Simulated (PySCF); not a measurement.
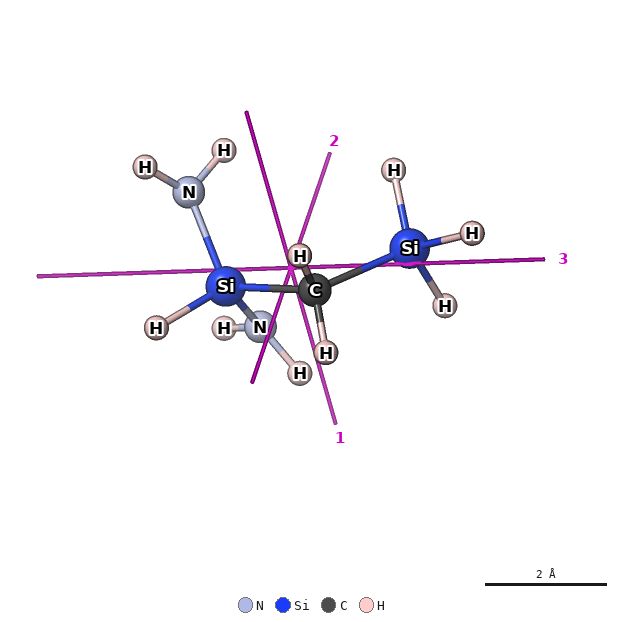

The three principal axes of inertia are drawn and numbered. Distant atoms are faded towards the background colour. The geometry was computed by an optimisation with PBE0-D3(BJ)/def2-SVP. No frequency run is at hand to confirm it as a minimum. Masses are those of the most abundant isotopes; constants are for the rigid equilibrium geometry.

Which line is the a axis (least moment of inertia), which b and which c?

Answer. a is line 3, b is line 1, c is line 2; the moments are 115, 281, 308 u Å².

Classify the rotor and give the rotational constants (MHz).

Answer. An asymmetric top (C1): A = 4405, B = 1796, C = 1640 MHz. Ray's parameter κ is −0.89, close to the prolate limit.
